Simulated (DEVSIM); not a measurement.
System: Si p+/n-/n+ power diode, at 300 K.

| layer (left to right) | material | thickness (μm) | Nd (cm⁻³) | Na (cm⁻³) | τn (s) | τp (s) |
|---|---|---|---|---|---|---|
| 1 | Si | 2.40 | - | 1.8e18 | 0.00015 | 0.00015 |
| 2 | Si | 75.0 | 5.9e15 | - | 0.00015 | 0.00015 |
| 3 | Si | 2.80 | 1.7e18 | - | 0.00015 | 0.00015 |

Left contact: ohmic. Right contact: ohmic. Voltage is applied to the left contact. Recombination: SRH at mid-gap, Auger. Gap narrowing is on: ΔEg = 6.92 meV × (l + √(l² + 0.5)), l = ln(N/1.3e17 cm⁻³), shared equally by both band edges. Mobility is μmin + (μ − μmin)/(1 + (N/Nref)^α).

This is a model device: material constants are rounded textbook-type values typed into the input, and sizes, dopings and lifetimes were drawn at random. Values at 300 K.

```
parameter           Si
-------------  -------
gap (eV)         1.124
affinity (eV)     4.05
permittivity      11.7
Nc (cm⁻³)      2.86e19
Nv (cm⁻³)       3.1e19
μn (cm²/Vs)       1417
μp (cm²/Vs)        470
μn,min              52
μp,min              45
Nref,n          9.7e16
Nref,p          2.2e17
αn                0.68
αp                0.72
Cn (cm⁶/s)     2.8e-31
Cp (cm⁶/s)     9.9e-32
```

Simulated with DEVSIM: 1D drift-diffusion, Boltzmann statistics, complete ionisation; no tunnelling, impact ionisation, image-force lowering or self-heating.

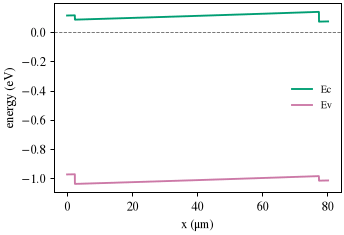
Figure. Band edges at 0.9 V on the left contact

Energies count from the Fermi level of the right contact; mesh points crowd at the junctions.

```json
[
 {"x (μm)": "0.000", "Ec (eV)": "0.113", "Ev (eV)": "-0.974", "n (cm⁻³)": "270", "p (cm⁻³)": "1.8e18", "field (V/cm)": "≈ 0"},
 {"x (μm)": "0.06721", "Ec (eV)": "0.113", "Ev (eV)": "-0.974", "n (cm⁻³)": "1.4e15", "p (cm⁻³)": "1.8e18", "field (V/cm)": "≈ 0"},
 {"x (μm)": "0.3187", "Ec (eV)": "0.114", "Ev (eV)": "-0.973", "n (cm⁻³)": "6.5e15", "p (cm⁻³)": "1.8e18", "field (V/cm)": "≈ 0"},
 {"x (μm)": "1.248", "Ec (eV)": "0.114", "Ev (eV)": "-0.973", "n (cm⁻³)": "2.5e16", "p (cm⁻³)": "1.8e18", "field (V/cm)": "≈ 0"},
 {"x (μm)": "2.230", "Ec (eV)": "0.114", "Ev (eV)": "-0.972", "n (cm⁻³)": "4.5e16", "p (cm⁻³)": "1.8e18", "field (V/cm)": "≈ 0"},
 {"x (μm)": "2.373", "Ec (eV)": "0.115", "Ev (eV)": "-0.972", "n (cm⁻³)": "4.7e16", "p (cm⁻³)": "1.8e18", "field (V/cm)": "≈ 0"},
 {"x (μm)": "2.418", "Ec (eV)": "0.088", "Ev (eV)": "-1.036", "n (cm⁻³)": "1.4e17", "p (cm⁻³)": "1.6e17", "field (V/cm)": "-3500"},
 {"x (μm)": "2.632", "Ec (eV)": "0.085", "Ev (eV)": "-1.038", "n (cm⁻³)": "1.5e17", "p (cm⁻³)": "1.4e17", "field (V/cm)": "≈ 0"},
 {"x (μm)": "3.360", "Ec (eV)": "0.086", "Ev (eV)": "-1.038", "n (cm⁻³)": "1.5e17", "p (cm⁻³)": "1.4e17", "field (V/cm)": "≈ 0"},
 {"x (μm)": "6.155", "Ec (eV)": "0.088", "Ev (eV)": "-1.036", "n (cm⁻³)": "1.5e17", "p (cm⁻³)": "1.4e17", "field (V/cm)": "≈ 0"},
 {"x (μm)": "16.90", "Ec (eV)": "0.095", "Ev (eV)": "-1.029", "n (cm⁻³)": "1.5e17", "p (cm⁻³)": "1.4e17", "field (V/cm)": "≈ 0"},
 {"x (μm)": "61.49", "Ec (eV)": "0.127", "Ev (eV)": "-0.997", "n (cm⁻³)": "1.3e17", "p (cm⁻³)": "1.3e17", "field (V/cm)": "≈ 0"},
 {"x (μm)": "73.28", "Ec (eV)": "0.135", "Ev (eV)": "-0.988", "n (cm⁻³)": "1.3e17", "p (cm⁻³)": "1.3e17", "field (V/cm)": "≈ 0"},
 {"x (μm)": "76.34", "Ec (eV)": "0.138", "Ev (eV)": "-0.986", "n (cm⁻³)": "1.3e17", "p (cm⁻³)": "1.3e17", "field (V/cm)": "≈ 0"},
 {"x (μm)": "77.25", "Ec (eV)": "0.138", "Ev (eV)": "-0.985", "n (cm⁻³)": "1.3e17", "p (cm⁻³)": "1.2e17", "field (V/cm)": "≈ 0"},
 {"x (μm)": "77.38", "Ec (eV)": "0.136", "Ev (eV)": "-0.987", "n (cm⁻³)": "1.4e17", "p (cm⁻³)": "1.2e17", "field (V/cm)": "-2500"},
 {"x (μm)": "77.42", "Ec (eV)": "0.072", "Ev (eV)": "-1.016", "n (cm⁻³)": "1.7e18", "p (cm⁻³)": "3.7e16", "field (V/cm)": "-39"},
 {"x (μm)": "77.55", "Ec (eV)": "0.072", "Ev (eV)": "-1.016", "n (cm⁻³)": "1.7e18", "p (cm⁻³)": "3.5e16", "field (V/cm)": "≈ 0"},
 {"x (μm)": "78.44", "Ec (eV)": "0.072", "Ev (eV)": "-1.016", "n (cm⁻³)": "1.7e18", "p (cm⁻³)": "2.4e16", "field (V/cm)": "≈ 0"},
 {"x (μm)": "79.70", "Ec (eV)": "0.073", "Ev (eV)": "-1.015", "n (cm⁻³)": "1.7e18", "p (cm⁻³)": "6.8e15", "field (V/cm)": "≈ 0"},
 {"x (μm)": "80.08", "Ec (eV)": "0.073", "Ev (eV)": "-1.015", "n (cm⁻³)": "1.7e18", "p (cm⁻³)": "1.6e15", "field (V/cm)": "≈ 0"},
 {"x (μm)": "80.20", "Ec (eV)": "0.073", "Ev (eV)": "-1.015", "n (cm⁻³)": "1.7e18", "p (cm⁻³)": "280", "field (V/cm)": "≈ 0"}
]
```
